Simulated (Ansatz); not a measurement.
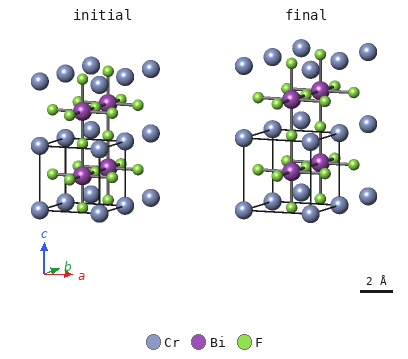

The structure of a crystal of CrBiF3 (a generated structure, set up in Pm-3m) (coarse preliminary run) before (left) and after (right) a relaxation, at one scale.

The picture is a ball-and-stick view of the cell of the calculation, repeated 1 × 2 × 2 with one cell outlined, seen slightly off an axis.

Theory: DFT PBE, scalar-relativistic, plane waves, PAW in Ansatz.

The input:
```yaml
crystal:
  lattice:
    - [4.17113566, 0.0, 0.0]
    - [0.0, 4.17113566, 0.0]
    - [0.0, 0.0, 4.17113566]
  atoms:
    - { symbol: Cr, position: [0.0, 0.0, 0.0], spin: 3.0 }
    - { symbol: Bi, position: [0.5, 0.5, 0.5] }
    - { symbol: F, position: [0.5, 0.5, 0.0] }
    - { symbol: F, position: [0.5, 0.0, 0.5] }
    - { symbol: F, position: [0.0, 0.5, 0.5] }
basis:
  ecutwfc: 420
kpoints:
  mp_grid: { grid: [4, 4, 4] }
hamiltonian:
  xc: pbe
scf:
  occupations: { method: gaussian, width: 0.1 }
  lower_state_search: "off"
output:
  forces: true
  stress: true
  eigenvalues: true
  populations: true
magnetization:
  spin_polarized: true
relax:
  adjacent_minimum: "off"
  f_tol: 0.04
  max_steps: 70
  cell: { stress_tol: 0.4 }
```

Command:
```bash
ansatz run input.yaml --threads 1 --pin off --max-ram 2048MiB --backend cpu --events-out ev --progress --plain --runs-dir out
```

**Describe what moved and what it gained.**

The atoms keep their places relative to the cell (all moves are under 0.005 Å). The drawn cell changes as follows: a = b = c 4.171 → 4.673 Å (+12.0 %); the volume changes by +40.7 %. Near-neighbour distances that change, for instance: Bi2–F3 2.086 → 2.337 Å. The space group stays Pm-3m (No. 221). The energy falls by 566 meV per atom in 5 accepted moves (7 points after the start). All forces vanish by symmetry, so only the cell relaxes. Pressure: 42.06 GPa at the start and 0.32 GPa at the end. The SCF was repeated twice at an unchanged geometry on a basis and grid sized afresh for the cell, which shifted the energy by 66.8 meV per atom at most. The run took 35 s on 1 thread of Arm Neoverse V1, on a shared host, peak memory 0.38 GiB.

Limits of the set-up: the k-point mesh is coarse for a cell with partly filled bands.
